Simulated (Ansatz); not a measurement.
## Molecular dynamics of C₄H₁₀AlN (part 2 of 2)

The same run, continued: C₄H₁₀AlN; UKS PBE/STO-3G (Ansatz 0.2.0). It belongs to a series of runs on one base structure; here: dynamics from the start.

Geometry of the input (Å):
```
C  -0.0441  -2.2570  0.5775
C  0.5521  -1.0874  0.2679
N  0.4657  -0.5148  -1.1564
C  1.0816  0.0762  1.0900
Al 0.3699  1.2949  -0.2830
C  -1.4978  1.7688  -0.1966
H  -0.5481  -2.8873  -0.1724
H  -0.0614  -2.6133  1.6178
H  1.3762  -0.7173  -1.6683
H  -0.2861  -1.0088  -1.7205
H  0.7344  0.0182  2.1356
H  2.1906  0.0773  1.0935
H  1.3552  2.1882  -1.0070
H  -1.9204  1.9897  -1.1928
H  -2.1263  0.9765  0.2456
H  -1.6641  2.6737  0.4134
```

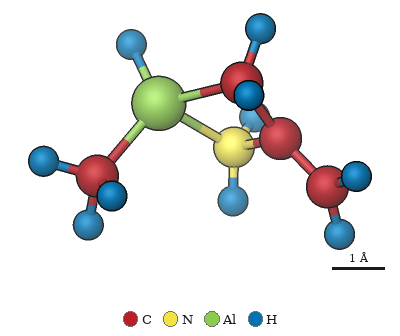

Figure 1. The geometry at step 146 of the log (ball-and-stick view, seen on its broad side).

**Log, continued**
```
md step   115: t =    57.50 fs  T =   292.3 K  F+E_penalty+E_count = -12236.21329984 eV  E_kin = 0.528880 eV  conserved = -12235.68441957 eV  (30 SCF iters)
md step   116: t =    58.00 fs  T =   279.9 K  F+E_penalty+E_count = -12236.19099763 eV  E_kin = 0.506555 eV  conserved = -12235.68444227 eV  (29 SCF iters)
md step   117: t =    58.50 fs  T =   261.9 K  F+E_penalty+E_count = -12236.15829006 eV  E_kin = 0.473861 eV  conserved = -12235.68442874 eV  (30 SCF iters)
md step   118: t =    59.00 fs  T =   240.5 K  F+E_penalty+E_count = -12236.11961315 eV  E_kin = 0.435195 eV  conserved = -12235.68441855 eV  (30 SCF iters)
md step   119: t =    59.50 fs  T =   218.4 K  F+E_penalty+E_count = -12236.07963619 eV  E_kin = 0.395190 eV  conserved = -12235.68444668 eV  (30 SCF iters)
md step   120: t =    60.00 fs  T =   197.6 K  F+E_penalty+E_count = -12236.04205488 eV  E_kin = 0.357619 eV  conserved = -12235.68443626 eV  (29 SCF iters)
md step   121: t =    60.50 fs  T =   179.3 K  F+E_penalty+E_count = -12236.00896813 eV  E_kin = 0.324541 eV  conserved = -12235.68442697 eV  (25 SCF iters)
md step   122: t =    61.00 fs  T =   163.9 K  F+E_penalty+E_count = -12235.98100295 eV  E_kin = 0.296571 eV  conserved = -12235.68443207 eV  (25 SCF iters)
md step   123: t =    61.50 fs  T =   151.1 K  F+E_penalty+E_count = -12235.95790438 eV  E_kin = 0.273469 eV  conserved = -12235.68443545 eV  (25 SCF iters)
md step   124: t =    62.00 fs  T =   140.9 K  F+E_penalty+E_count = -12235.93933884 eV  E_kin = 0.254901 eV  conserved = -12235.68443785 eV  (25 SCF iters)
md step   125: t =    62.50 fs  T =   133.2 K  F+E_penalty+E_count = -12235.92542896 eV  E_kin = 0.241014 eV  conserved = -12235.68441535 eV  (23 SCF iters)
md step   126: t =    63.00 fs  T =   128.5 K  F+E_penalty+E_count = -12235.91689106 eV  E_kin = 0.232458 eV  conserved = -12235.68443345 eV  (25 SCF iters)
md step   127: t =    63.50 fs  T =   127.3 K  F+E_penalty+E_count = -12235.91481760 eV  E_kin = 0.230370 eV  conserved = -12235.68444719 eV  (25 SCF iters)
md step   128: t =    64.00 fs  T =   130.2 K  F+E_penalty+E_count = -12235.92007023 eV  E_kin = 0.235656 eV  conserved = -12235.68441449 eV  (25 SCF iters)
md step   129: t =    64.50 fs  T =   137.1 K  F+E_penalty+E_count = -12235.93258541 eV  E_kin = 0.248159 eV  conserved = -12235.68442666 eV  (25 SCF iters)
md step   130: t =    65.00 fs  T =   147.3 K  F+E_penalty+E_count = -12235.95091697 eV  E_kin = 0.266474 eV  conserved = -12235.68444318 eV  (25 SCF iters)
md step   131: t =    65.50 fs  T =   159.1 K  F+E_penalty+E_count = -12235.97234517 eV  E_kin = 0.287921 eV  conserved = -12235.68442457 eV  (24 SCF iters)
md step   132: t =    66.00 fs  T =   170.8 K  F+E_penalty+E_count = -12235.99354461 eV  E_kin = 0.309127 eV  conserved = -12235.68441726 eV  (25 SCF iters)
md step   133: t =    66.50 fs  T =   180.7 K  F+E_penalty+E_count = -12236.01142886 eV  E_kin = 0.326998 eV  conserved = -12235.68443103 eV  (24 SCF iters)
md step   134: t =    67.00 fs  T =   187.6 K  F+E_penalty+E_count = -12236.02396326 eV  E_kin = 0.339527 eV  conserved = -12235.68443629 eV  (29 SCF iters)
md step   135: t =    67.50 fs  T =   191.3 K  F+E_penalty+E_count = -12236.03068153 eV  E_kin = 0.346265 eV  conserved = -12235.68441649 eV  (24 SCF iters)
md step   136: t =    68.00 fs  T =   192.5 K  F+E_penalty+E_count = -12236.03277346 eV  E_kin = 0.348348 eV  conserved = -12235.68442539 eV  (24 SCF iters)
md step   137: t =    68.50 fs  T =   192.5 K  F+E_penalty+E_count = -12236.03274330 eV  E_kin = 0.348298 eV  conserved = -12235.68444514 eV  (24 SCF iters)
md step   138: t =    69.00 fs  T =   192.9 K  F+E_penalty+E_count = -12236.03356234 eV  E_kin = 0.349133 eV  conserved = -12235.68442897 eV  (25 SCF iters)
md step   139: t =    69.50 fs  T =   195.1 K  F+E_penalty+E_count = -12236.03748677 eV  E_kin = 0.353060 eV  conserved = -12235.68442704 eV  (25 SCF iters)
md step   140: t =    70.00 fs  T =   199.2 K  F+E_penalty+E_count = -12236.04497701 eV  E_kin = 0.360536 eV  conserved = -12235.68444101 eV  (25 SCF iters)
md step   141: t =    70.50 fs  T =   204.4 K  F+E_penalty+E_count = -12236.05434988 eV  E_kin = 0.369911 eV  conserved = -12235.68443884 eV  (25 SCF iters)
md step   142: t =    71.00 fs  T =   208.9 K  F+E_penalty+E_count = -12236.06249042 eV  E_kin = 0.378067 eV  conserved = -12235.68442375 eV  (24 SCF iters)
md step   143: t =    71.50 fs  T =   211.0 K  F+E_penalty+E_count = -12236.06626407 eV  E_kin = 0.381839 eV  conserved = -12235.68442530 eV  (24 SCF iters)
md step   144: t =    72.00 fs  T =   209.7 K  F+E_penalty+E_count = -12236.06399812 eV  E_kin = 0.379557 eV  conserved = -12235.68444083 eV  (25 SCF iters)
md step   145: t =    72.50 fs  T =   205.5 K  F+E_penalty+E_count = -12236.05629971 eV  E_kin = 0.371876 eV  conserved = -12235.68442396 eV  (25 SCF iters)
md step   146: t =    73.00 fs  T =   199.7 K  F+E_penalty+E_count = -12236.04581542 eV  E_kin = 0.361392 eV  conserved = -12235.68442381 eV  (25 SCF iters)
md step   147: t =    73.50 fs  T =   194.4 K  F+E_penalty+E_count = -12236.03616274 eV  E_kin = 0.351721 eV  conserved = -12235.68444156 eV  (24 SCF iters)
md step   148: t =    74.00 fs  T =   191.2 K  F+E_penalty+E_count = -12236.03050931 eV  E_kin = 0.346082 eV  conserved = -12235.68442754 eV  (23 SCF iters)
md step   149: t =    74.50 fs  T =   191.2 K  F+E_penalty+E_count = -12236.03050382 eV  E_kin = 0.346072 eV  conserved = -12235.68443210 eV  (24 SCF iters)
md step   150: t =    75.00 fs  T =   194.2 K  F+E_penalty+E_count = -12236.03594323 eV  E_kin = 0.351513 eV  conserved = -12235.68443043 eV  (25 SCF iters)
md step   151: t =    75.50 fs  T =   199.3 K  F+E_penalty+E_count = -12236.04510422 eV  E_kin = 0.360682 eV  conserved = -12235.68442212 eV  (25 SCF iters)
md step   152: t =    76.00 fs  T =   205.0 K  F+E_penalty+E_count = -12236.05547677 eV  E_kin = 0.371041 eV  conserved = -12235.68443562 eV  (25 SCF iters)
md step   153: t =    76.50 fs  T =   210.0 K  F+E_penalty+E_count = -12236.06443310 eV  E_kin = 0.380014 eV  conserved = -12235.68441934 eV  (25 SCF iters)
md step   154: t =    77.00 fs  T =   212.9 K  F+E_penalty+E_count = -12236.06973725 eV  E_kin = 0.385317 eV  conserved = -12235.68442024 eV  (25 SCF iters)
md step   155: t =    77.50 fs  T =   213.1 K  F+E_penalty+E_count = -12236.07001348 eV  E_kin = 0.385576 eV  conserved = -12235.68443779 eV  (25 SCF iters)
md step   156: t =    78.00 fs  T =   210.4 K  F+E_penalty+E_count = -12236.06512052 eV  E_kin = 0.380699 eV  conserved = -12235.68442154 eV  (23 SCF iters)
md step   157: t =    78.50 fs  T =   205.5 K  F+E_penalty+E_count = -12236.05635925 eV  E_kin = 0.371933 eV  conserved = -12235.68442600 eV  (24 SCF iters)
md step   158: t =    79.00 fs  T =   199.9 K  F+E_penalty+E_count = -12236.04618620 eV  E_kin = 0.361750 eV  conserved = -12235.68443622 eV  (28 SCF iters)
md step   159: t =    79.50 fs  T =   195.0 K  F+E_penalty+E_count = -12236.03733579 eV  E_kin = 0.352902 eV  conserved = -12235.68443414 eV  (24 SCF iters)
md step   160: t =    80.00 fs  T =   191.9 K  F+E_penalty+E_count = -12236.03168375 eV  E_kin = 0.347250 eV  conserved = -12235.68443411 eV  (23 SCF iters)
md step   161: t =    80.50 fs  T =   190.6 K  F+E_penalty+E_count = -12236.02937756 eV  E_kin = 0.344948 eV  conserved = -12235.68442914 eV  (30 SCF iters)
md step   162: t =    81.00 fs  T =   190.3 K  F+E_penalty+E_count = -12236.02885705 eV  E_kin = 0.344417 eV  conserved = -12235.68443966 eV  (30 SCF iters)
md step   163: t =    81.50 fs  T =   189.8 K  F+E_penalty+E_count = -12236.02783105 eV  E_kin = 0.343397 eV  conserved = -12235.68443407 eV  (30 SCF iters)
md step   164: t =    82.00 fs  T =   188.0 K  F+E_penalty+E_count = -12236.02459355 eV  E_kin = 0.340175 eV  conserved = -12235.68441895 eV  (30 SCF iters)
md step   165: t =    82.50 fs  T =   184.8 K  F+E_penalty+E_count = -12236.01892897 eV  E_kin = 0.334492 eV  conserved = -12235.68443734 eV  (30 SCF iters)
md step   166: t =    83.00 fs  T =   181.0 K  F+E_penalty+E_count = -12236.01206819 eV  E_kin = 0.327629 eV  conserved = -12235.68443881 eV  (30 SCF iters)
md step   167: t =    83.50 fs  T =   177.6 K  F+E_penalty+E_count = -12236.00580948 eV  E_kin = 0.321387 eV  conserved = -12235.68442241 eV  (30 SCF iters)
md step   168: t =    84.00 fs  T =   175.2 K  F+E_penalty+E_count = -12236.00142710 eV  E_kin = 0.316996 eV  conserved = -12235.68443066 eV  (30 SCF iters)
md step   169: t =    84.50 fs  T =   173.9 K  F+E_penalty+E_count = -12235.99908509 eV  E_kin = 0.314645 eV  conserved = -12235.68444056 eV  (25 SCF iters)
these checks for a lower state are left out or cut short: starts, cluster_reference, orbital_swaps, neighbouring_geometries, increment
644 factors; integrals over basis functions are off by at most 2.2e-5 eV
mean field -12235.99810433 eV, -449.6646364768 hartree, gradient 2.5e-5 eV, S^2 0.000000; 0 other end points of the search recorded, 0 dependent functions left out
the calculation of the forces begins
reference -12235.99813407 eV, -449.6646375697 hartree; 27, 27 occupied and 17, 17 virtual orbitals, 644 factors
644 factors; integrals over basis functions are off by at most 2.2e-5 eV
mean field evaluation 1216: about -12235.9981 eV, gradient 9.2e-5 eV
mean field -12235.99810433 eV, -449.6646364768 hartree, gradient 2.5e-5 eV, S^2 0.000000; 1 other end points of the search recorded, 0 dependent functions left out
the calculation of the forces begins
reference -12235.99813407 eV, -449.6646375697 hartree; 27, 27 occupied and 17, 17 virtual orbitals, 644 factors
md step   170: t =    85.00 fs  T =   173.3 K  F+E_penalty+E_count = -12235.99810433 eV  E_kin = 0.313680 eV  conserved = -12235.68442441 eV  (29 SCF iters)
```

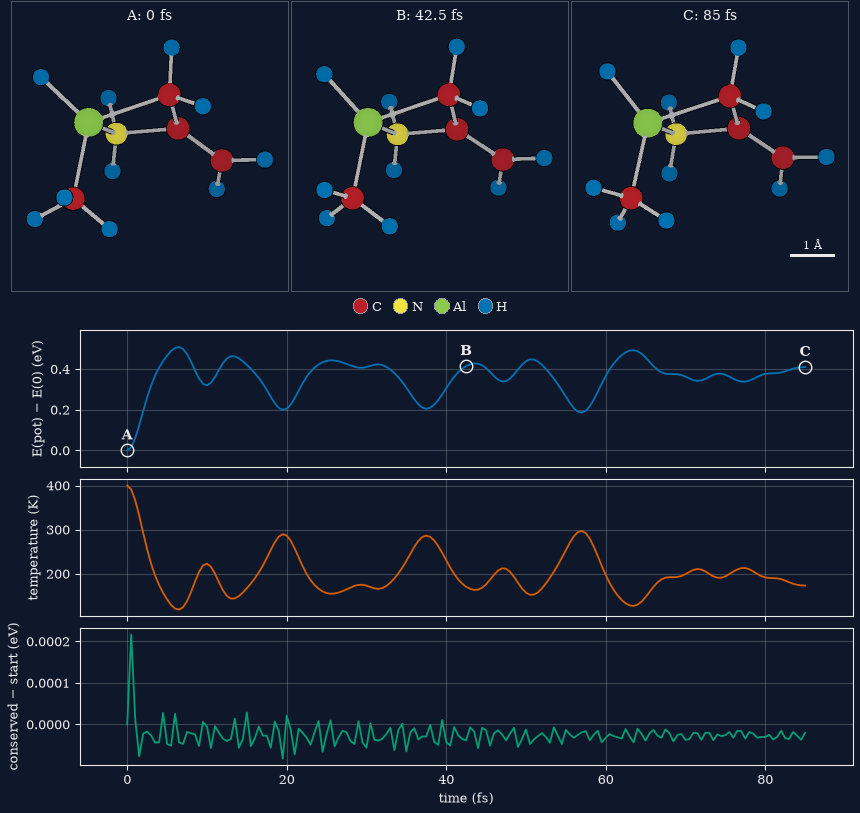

Figure 2. Frames of the molecular dynamics (ball-and-stick, seen at a tilt) above the curves, on which the letters mark them. The trajectory kept here has 171 frames over 85 fs. The temperature starts at 400 K, ranges from 119 to 400 K and averages 194 K over the second half. The potential energy ends 0.410 eV above its first value. The conserved quantity stays within 0.0003 eV. After an unweighted best fit of the last frame on the first, the root-mean-square displacement is 0.33 Å, and H15 has moved furthest (0.73 Å).

```
Total energy: -12235.99813407 eV, -449.6646375697 hartree
Atom 0 at     0.031875    -2.299987     0.554354 Å, force    -0.640597    -1.030921     1.360520 eV/Å
Atom 1 at     0.558951    -1.114972     0.263703 Å, force     0.531002     1.286030    -0.535392 eV/Å
Atom 2 at     0.456081    -0.495689    -1.154799 Å, force    -0.651172    -0.556391    -0.635212 eV/Å
Atom 3 at     1.047534     0.054859     1.104225 Å, force     0.485156    -0.127990     1.190344 eV/Å
Atom 4 at     0.347551     1.300973    -0.288180 Å, force     1.206297    -0.754590     1.100970 eV/Å
Atom 5 at    -1.506699     1.834765    -0.180245 Å, force     1.575767    -0.175815    -0.312998 eV/Å
Atom 6 at    -0.527055    -2.924814    -0.135615 Å, force    -0.150029    -0.340950    -0.666680 eV/Å
Atom 7 at     0.009337    -2.668173     1.607854 Å, force     0.191709     0.283461    -0.504997 eV/Å
Atom 8 at     1.296067    -0.788835    -1.737102 Å, force     0.353817     0.284486     0.217667 eV/Å
Atom 9 at    -0.343588    -0.913429    -1.735409 Å, force     0.017447    -0.024472     0.504969 eV/Å
Atom 10 at     0.609230    -0.033860     2.140010 Å, force     0.216421     0.095136    -0.689961 eV/Å
Atom 11 at     2.178115     0.011073     1.264472 Å, force    -1.059966     0.207477    -0.495815 eV/Å
Atom 12 at     1.497224     2.067400    -0.913232 Å, force    -0.365095     0.309801    -0.205159 eV/Å
Atom 13 at    -1.920088     1.345407    -1.070626 Å, force    -0.851814     0.376369    -0.083453 eV/Å
Atom 14 at    -2.070103     1.556278     0.728107 Å, force     0.116727     0.218036    -0.283073 eV/Å
Atom 15 at    -1.423335     2.925798    -0.325182 Å, force    -0.975671    -0.049668     0.038270 eV/Å
Dipole moment:    -0.016856    -0.545211    -0.476580 e Å
```

**Trajectory as extended XYZ (Å, eV, eV/Å), 6 of the 171 frames kept, from step=0 to step=170**
```
16
Properties=species:S:1:pos:R:3:forces:R:3 step=0 time_fs=0.0 energy=-12236.40826 temperature=400.0
C    -0.0441   -2.2570    0.5775    0.0067   0.0041  -0.0034
C     0.5521   -1.0874    0.2679    0.0076   0.0093   0.0008
N     0.4657   -0.5148   -1.1564   -0.0022  -0.0042   0.0002
C     1.0816    0.0762    1.0900    0.0017  -0.0089  -0.0129
Al    0.3699    1.2949   -0.2830    0.0034   0.0000   0.0005
C    -1.4978    1.7688   -0.1966    0.0042  -0.0041  -0.0067
H    -0.5481   -2.8873   -0.1724    0.0013   0.0014  -0.0027
H    -0.0614   -2.6133    1.6178   -0.0037  -0.0016   0.0064
H     1.3762   -0.7173   -1.6683   -0.0081   0.0040   0.0102
H    -0.2861   -1.0088   -1.7205    0.0007  -0.0016  -0.0021
H     0.7344    0.0182    2.1356   -0.0040   0.0026  -0.0004
H     2.1906    0.0773    1.0935   -0.0033  -0.0026   0.0028
H     1.3552    2.1882   -1.0070   -0.0042  -0.0024   0.0011
H    -1.9204    1.9897   -1.1928   -0.0013   0.0021   0.0027
H    -2.1263    0.9765    0.2456    0.0006  -0.0008   0.0003
H    -1.6641    2.6737    0.4134    0.0007   0.0026   0.0033
16
Properties=species:S:1:pos:R:3:forces:R:3 step=34 time_fs=17.0 energy=-12236.07970 temperature=218.4
C    -0.0270   -2.3077    0.5687   -0.3719  -0.6281   1.1364
C     0.5194   -1.1154    0.2929    0.6419   1.3924  -0.0650
N     0.4682   -0.4895   -1.1221    0.2579  -0.7649  -0.0683
C     1.0881    0.0597    1.0945   -1.4516  -0.2299  -0.6729
Al    0.3660    1.3253   -0.3129    0.3920  -0.4121   1.1318
C    -1.5210    1.7809   -0.1983    2.0508   0.3759   0.5525
H    -0.4845   -2.9395   -0.1987   -0.1793  -0.1374  -0.2671
H    -0.0984   -2.7085    1.6225    0.2540   0.5034  -0.9881
H     1.4407   -0.6619   -1.5688   -1.0203  -0.1689  -0.1002
H    -0.2945   -1.0037   -1.6663    0.5905   0.1645  -0.4419
H     0.8043   -0.0666    2.1493    0.2328   0.3213   0.2452
H     2.1670    0.0244    0.9632    0.9277   0.0673   0.3108
H     1.4435    2.2179   -0.9346   -0.3721  -0.1950  -0.0487
H    -1.8868    1.8303   -1.2179   -0.9299  -0.1170  -0.3613
H    -2.0091    1.0340    0.4434   -0.5751   0.2080  -0.2940
H    -1.5770    2.7931    0.2528   -0.4473  -0.3796  -0.0693
16
Properties=species:S:1:pos:R:3:forces:R:3 step=68 time_fs=34.0 energy=-12236.04809 temperature=201.0
C    -0.0143   -2.2980    0.5462   -0.3619  -1.5751   1.2939
C     0.5075   -1.1153    0.2912    1.0834   2.6074  -0.8605
N     0.4617   -0.5303   -1.1549    0.0957   0.8421   1.6642
C     1.0715    0.0847    1.0857    0.5310  -0.2170   0.0648
Al    0.3873    1.3059   -0.2659   -0.7751   0.4189  -1.2964
C    -1.5065    1.8054   -0.2115   -0.2769  -0.0425   0.1624
H    -0.5095   -2.9155   -0.1959   -0.2229  -0.3371  -0.5835
H     0.0580   -2.7453    1.5529   -0.1882   0.2071  -0.0190
H     1.4382   -0.7045   -1.5460   -0.6689  -0.3072  -0.6439
H    -0.3290   -0.9483   -1.7153    0.4474  -0.4366  -0.5413
H     0.6948    0.1467    2.1363    0.5753  -0.3630  -0.4104
H     2.2082    0.0913    1.0098   -1.0647  -0.1878   0.5591
H     1.2615    2.2160   -1.1354    0.0989  -0.2722   0.4189
H    -2.0731    1.7129   -1.1858    0.5393  -0.2855   0.8248
H    -2.0148    1.1896    0.5717   -0.1459   0.1686  -0.6026
H    -1.6946    2.8575    0.0998    0.3335  -0.2201  -0.0307
16
Properties=species:S:1:pos:R:3:forces:R:3 step=102 time_fs=51.0 energy=-12235.96113 temperature=152.9
C     0.0181   -2.2596    0.5545   -1.5076  -2.3129  -0.8073
C     0.5513   -1.0989    0.2607    1.4445   2.8129  -0.5891
N     0.4311   -0.5245   -1.1782   -0.1520   0.2294   1.7106
C     1.0605    0.0814    1.1094   -0.7452  -0.7426  -0.4418
Al    0.3549    1.3001   -0.2788    1.3301  -0.9351   0.7872
C    -1.4526    1.7877   -0.1721   -1.7136   0.5959  -1.3881
H    -0.4324   -2.9342   -0.2093    0.1349   0.3576   0.2063
H    -0.1137   -2.6001    1.5652    0.2284  -0.3136   1.0959
H     1.3544   -0.6967   -1.6589   -0.0812  -0.3422  -0.6301
H    -0.3635   -1.0736   -1.6025    0.2512  -0.0268  -0.9221
H     0.6192   -0.0723    2.1006   -0.0954   0.3581   0.4832
H     2.1524    0.0080    1.2338    0.2998   0.1727  -0.1639
H     1.4555    2.0975   -0.9342   -0.1984   0.2325  -0.2655
H    -1.9416    1.5733   -1.1462    0.1691  -0.2306  -0.0876
H    -2.1880    1.4117    0.5350    0.2220  -0.8276   0.8264
H    -1.6296    2.8575   -0.1114    0.4135   0.9724   0.1860
16
Properties=species:S:1:pos:R:3:forces:R:3 step=136 time_fs=68.0 energy=-12236.03277 temperature=192.5
C     0.0093   -2.2512    0.5669   -1.3320  -3.1394  -0.2638
C     0.5953   -1.1257    0.2363    1.0551   3.0729  -0.1919
N     0.4338   -0.4947   -1.1767   -0.6461  -0.3884   0.6126
C     1.0146    0.0605    1.1291   -0.0528   0.0140  -0.3682
Al    0.3841    1.2619   -0.2640   -1.5980   0.9503  -0.6190
C    -1.5026    1.8387   -0.2343    0.8679  -0.2402   1.5207
H    -0.5323   -2.9318   -0.1446    0.4247   0.5837   0.3465
H     0.0859   -2.6422    1.5859   -0.0846   0.0812   0.3447
H     1.2957   -0.6527   -1.7657    0.1214  -0.3532  -0.2227
H    -0.4054   -0.9483   -1.6690    0.6495   0.2073   0.0032
H     0.6320    0.0027    2.1576   -0.3648  -0.2277  -0.0121
H     2.0899    0.2172    1.2262    0.7936  -0.3803  -0.1657
H     1.3058    2.1935   -0.9956    0.5015  -0.0018  -0.0087
H    -2.1893    1.4704   -1.0106    0.1147   0.2441  -0.3034
H    -1.8671    1.3824    0.7173   -0.3364   0.3662  -0.2883
H    -1.6008    2.9496   -0.0973   -0.1136  -0.7888  -0.3838
16
Properties=species:S:1:pos:R:3:forces:R:3 step=170 time_fs=85.0 energy=-12235.99810 temperature=173.3
C     0.0319   -2.3000    0.5544   -0.6406  -1.0309   1.3605
C     0.5590   -1.1150    0.2637    0.5310   1.2860  -0.5354
N     0.4561   -0.4957   -1.1548   -0.6512  -0.5564  -0.6352
C     1.0475    0.0549    1.1042    0.4852  -0.1280   1.1903
Al    0.3476    1.3010   -0.2882    1.2063  -0.7546   1.1010
C    -1.5067    1.8348   -0.1802    1.5758  -0.1758  -0.3130
H    -0.5271   -2.9248   -0.1356   -0.1500  -0.3409  -0.6667
H     0.0093   -2.6682    1.6079    0.1917   0.2835  -0.5050
H     1.2961   -0.7888   -1.7371    0.3538   0.2845   0.2177
H    -0.3436   -0.9134   -1.7354    0.0174  -0.0245   0.5050
H     0.6092   -0.0339    2.1400    0.2164   0.0951  -0.6900
H     2.1781    0.0111    1.2645   -1.0600   0.2075  -0.4958
H     1.4972    2.0674   -0.9132   -0.3651   0.3098  -0.2052
H    -1.9201    1.3454   -1.0706   -0.8518   0.3764  -0.0835
H    -2.0701    1.5563    0.7281    0.1167   0.2180  -0.2831
H    -1.4233    2.9258   -0.3252   -0.9757  -0.0497   0.0383
```
